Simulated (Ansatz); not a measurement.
One crystal and one scan (scan of one atom of the cell) at two levels, PBE (plane waves to 420 eV, PAW, scalar-relativistic; Ansatz, an electronic-structure program) and r2SCAN (plane waves to 500 eV, PAW, scalar-relativistic; Ansatz), each from its own relaxed cell and on its own mesh. The cell shown is that of PBE.

AlN (zinc blende)

```
CELL_PARAMETERS angstrom
      0.00000     2.20161     2.20161
      2.20161     0.00000     2.20161
      2.20161     2.20161     0.00000
ATOMIC_POSITIONS crystal
  N  0.75000 0.75000 0.75000
  Al 0.00000 0.00000 0.00000
```

Scan: atom 2 (Al, nearest neighbour N at 1.907 Å; its periodic images, 3.1 Å or more away, move with it) is displaced along Cartesian z, direction (0.000, 0.000, 1.000) in Cartesian axes, by s. The other atoms stay.

Energies are smeared free energies. AlN was relaxed with its symmetry unable to fall. Percentages come from the unrounded values. Both scans cover s from -0.380 to 0.380 Å.

```json
[
 {"quantity": "Lattice constant a (Å)", "PBE": "4.403", "r2SCAN": "4.370", "PBE − r2SCAN": "+0.033 (+0.8 %)"},
 {"quantity": "Energy at s = 0.380 Å (meV/cell)", "PBE": "916", "r2SCAN": "1000", "PBE − r2SCAN": "-84 (-8.5 %)"},
 {"quantity": "Force along the line at s = -0.380 Å (eV/Å)", "PBE": "4.448", "r2SCAN": "4.856", "PBE − r2SCAN": "-0.408 (-8.4 %)"},
 {"quantity": "Force constant k = d²E/ds² at s = 0 (finite differences) (eV/Å²)", "PBE": "13.66", "r2SCAN": "14.93", "PBE − r2SCAN": "-1.27 (-8.5 %)"},
 {"quantity": "Zone-centre optical wavenumber from k (transverse: no LO-TO term) (cm⁻¹)", "PBE": "635", "r2SCAN": "664", "PBE − r2SCAN": "-29 (-4.4 %)"}
]
```

PBE gives the higher value for: lattice constant a. PBE gives the lower value for: energy at s = 0.380 Å; force along the line at s = -0.380 Å; force constant k = d²E/ds² at s = 0; zone-centre optical wavenumber from k. Both give the same symmetry of the curve: even: the same for both signs.

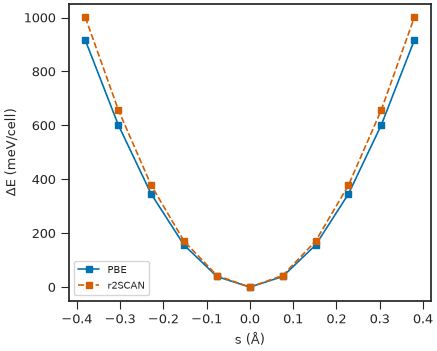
Fig. 1. ΔE, each from the undisplaced structure of its own level.

(A displaced cell: forces are minus the slopes of the energy, force constants its curvatures, and phonons follow from these.)
